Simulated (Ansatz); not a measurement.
**What a change does: single-point calculation on CH₇B₂FOSi**

System: CH₇B₂FOSi, SMILES BBO[SiH](C)F.
Method of run A: RKS r2SCAN-D4/def2-TZVPP (Ansatz 0.2.0).

The geometry comes from this level: PBE0-D4/def2-TZVP. Text and figures count atoms from 1; the logs count them from 0 in places.

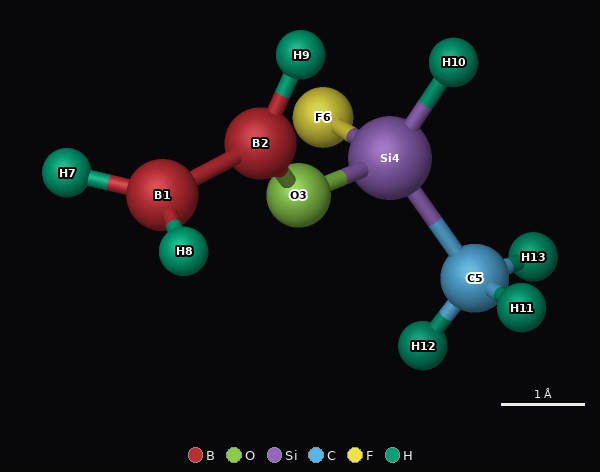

Fig. 1: The input geometry (ball-and-stick view, seen at a tilt; atoms are numbered from 1 in the order of the input).

**Input file, run A**
```yaml
crystal:
  periodic: [false, false, false]
  atoms:
    - {symbol: B, position_ang: [-0.167800, -3.036860, 0.324075]}
    - {symbol: B, position_ang: [0.208179, -1.463778, 0.740563]}
    - {symbol: O, position_ang: [-0.292041, -0.374505, 0.097321]}
    - {symbol: Si, position_ang: [-0.102967, 1.237364, 0.370301]}
    - {symbol: C, position_ang: [0.064619, 2.110372, -1.242575]}
    - {symbol: F, position_ang: [-1.423448, 1.744770, 1.107338]}
    - {symbol: H, position_ang: [-1.065663, -3.634680, 0.848462]}
    - {symbol: H, position_ang: [0.493218, -3.663108, -0.457154]}
    - {symbol: H, position_ang: [0.976391, -1.278098, 1.664342]}
    - {symbol: H, position_ang: [1.028880, 1.448481, 1.302552]}
    - {symbol: H, position_ang: [0.963854, 1.778011, -1.766981]}
    - {symbol: H, position_ang: [-0.798518, 1.907302, -1.880768]}
    - {symbol: H, position_ang: [0.135794, 3.190130, -1.092677]}
basis:
  gaussian: {orbitals: def2-TZVPP}
hamiltonian: {xc: r2scan, dispersion: d4}
output: {forces: true, orbitals: {seedname: orbitals}}
```

Command:
```bash
ansatz run in.yaml --threads 4 --pin off --events-out ev --progress --plain --max-ram 10444MiB
```

Hardware: 4 threads of AMD EPYC, 23 GiB of memory available, shared host.

**Output (run A)**
```
Functional definition: r2SCAN
  parameter k0 = 0.174
  parameter k1 = 0.065
  parameter a1 = 4.9479
  exchange = r2scan_x(k0 = k0, k1 = k1, a1 = a1)
  correlation = r2scan_c
1526 factors; their error is unknown
mean field evaluation 1: about -15135.2693 eV, gradient 8.0e1 eV
mean field evaluation 2: about -15117.7631 eV, gradient 1.2e2 eV
mean field evaluation 4: about -15147.2557 eV, gradient 7.0e0 eV
mean field evaluation 8: about -15147.3578 eV, gradient 2.4e-1 eV
mean field evaluation 16: about -15147.3195 eV, gradient 4.8e-4 eV
mean field -15147.31947391 eV, -556.6537234444 hartree, gradient 6.4e-5 eV, S^2 0.000000; 0 other end points of the search recorded, 0 dependent functions left out
the calculation of the forces begins
reference -15147.31949024 eV, -556.6537240443 hartree; 27, 27 occupied and 268, 268 virtual orbitals, 1526 factors
Total energy: -15147.38328837 eV, -556.6560685826 hartree
Atom 0 at    -0.167800    -3.036860     0.324075 Å, force     0.015692     0.049832     0.021113 eV/Å
Atom 1 at     0.208179    -1.463778     0.740563 Å, force     0.029879    -0.238450     0.041563 eV/Å
Atom 2 at    -0.292041    -0.374505     0.097321 Å, force    -0.064191     0.114240    -0.083254 eV/Å
Atom 3 at    -0.102967     1.237364     0.370301 Å, force     0.059702     0.065626    -0.002651 eV/Å
Atom 4 at     0.064619     2.110372    -1.242575 Å, force     0.010949    -0.012703     0.036826 eV/Å
Atom 5 at    -1.423448     1.744770     1.107338 Å, force    -0.039621     0.009889     0.015384 eV/Å
Atom 6 at    -1.065663    -3.634680     0.848462 Å, force     0.031002     0.002730    -0.019132 eV/Å
Atom 7 at     0.493218    -3.663108    -0.457154 Å, force    -0.023634     0.004454     0.027173 eV/Å
Atom 8 at     0.976391    -1.278098     1.664342 Å, force     0.004154    -0.001620     0.005850 eV/Å
Atom 9 at     1.028880     1.448481     1.302552 Å, force    -0.018109    -0.000036    -0.022747 eV/Å
Atom 10 at     0.963854     1.778011    -1.766981 Å, force    -0.024493     0.019340    -0.005506 eV/Å
Atom 11 at    -0.798518     1.907302    -1.880768 Å, force     0.019856     0.008658     0.006129 eV/Å
Atom 12 at     0.135794     3.190130    -1.092677 Å, force    -0.001186    -0.021961    -0.020748 eV/Å
Dipole moment:     0.227618     0.145296    -0.247381 e Å
```

The input of run B differs as follows (lines with − go, lines with + come):
```diff
-hamiltonian: {xc: r2scan, dispersion: d4}
+hamiltonian: {xc: pbe, dispersion: d4}
```

Predict how the results change.

The total energies belong to different models, so their difference says nothing on which is more stable or more accurate. The largest force goes from 0.244 to 0.641 eV/Å. The HOMO goes from −6.69 to −6.41 eV. The LUMO goes from −2.47 to −2.88 eV. On the same kind of shared host run B took about 0.59 times as long.

**Output (run B)**
```
Functional definition: PBE
  parameter kappa = 0.804
  parameter beta = 0.06672455060314922
  exchange = pbe_x(kappa = kappa, mu = beta*pi^2/3)
  correlation = pbe_c(beta = beta)
1526 factors; their error is unknown
mean field evaluation 1: about -15123.7878 eV, gradient 8.7e1 eV
mean field evaluation 2: about -15090.3319 eV, gradient 1.5e2 eV
mean field evaluation 4: about -15138.4594 eV, gradient 1.1e1 eV
mean field evaluation 8: about -15138.7032 eV, gradient 3.7e-1 eV
mean field evaluation 16: about -15138.6674 eV, gradient 9.4e-3 eV
mean field -15138.66740704 eV, -556.3357658513 hartree, gradient 2.3e-5 eV, S^2 0.000000; 0 other end points of the search recorded, 0 dependent functions left out
the calculation of the forces begins
reference -15138.66746124 eV, -556.3357678433 hartree; 27, 27 occupied and 268, 268 virtual orbitals, 1526 factors
Total energy: -15138.91597359 eV, -556.3449005035 hartree
Atom 0 at    -0.167800    -3.036860     0.324075 Å, force     0.049135     0.197673     0.056901 eV/Å
Atom 1 at     0.208179    -1.463778     0.740563 Å, force     0.027906    -0.436639     0.039784 eV/Å
Atom 2 at    -0.292041    -0.374505     0.097321 Å, force    -0.211377    -0.176596    -0.295466 eV/Å
Atom 3 at    -0.102967     1.237364     0.370301 Å, force     0.405236     0.256637    -0.105442 eV/Å
Atom 4 at     0.064619     2.110372    -1.242575 Å, force     0.007283    -0.019864     0.008160 eV/Å
Atom 5 at    -1.423448     1.744770     1.107338 Å, force    -0.528927     0.202456     0.299431 eV/Å
Atom 6 at    -1.065663    -3.634680     0.848462 Å, force    -0.094265    -0.085242     0.056345 eV/Å
Atom 7 at     0.493218    -3.663108    -0.457154 Å, force     0.070087    -0.087492    -0.080871 eV/Å
Atom 8 at     0.976391    -1.278098     1.664342 Å, force     0.103123     0.010260     0.122814 eV/Å
Atom 9 at     1.028880     1.448481     1.302552 Å, force     0.147982     0.023263     0.116002 eV/Å
Atom 10 at     0.963854     1.778011    -1.766981 Å, force     0.167587    -0.054045    -0.109957 eV/Å
Atom 11 at    -0.798518     1.907302    -1.880768 Å, force    -0.158859    -0.032533    -0.129454 eV/Å
Atom 12 at     0.135794     3.190130    -1.092677 Å, force     0.015088     0.202122     0.021754 eV/Å
Dipole moment:     0.218833     0.162502    -0.248216 e Å
```

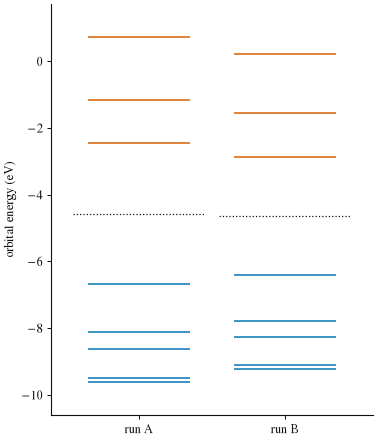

Fig. 2: The five highest filled and three lowest empty orbital energies of the two runs; the dotted lines part filled from empty levels. The HOMO–LUMO gap is 4.22 eV in run A and 3.53 eV in run B.

**The two runs side by side**

| quantity | run A | run B |
| --- | --- | --- |
| outcome | converged | converged |
| total energy (hartree) | −556.656069 | −556.344901 |
| HOMO (eV) | −6.69 | −6.41 |
| LUMO (eV) | −2.47 | −2.88 |
| dipole moment (D) | 1.76 | 1.77 |
| largest force (eV/Å) | 0.244 | 0.641 |
| basis functions | 295 | 295 |
| wall time (shared host) | 4.4 s | 2.6 s |
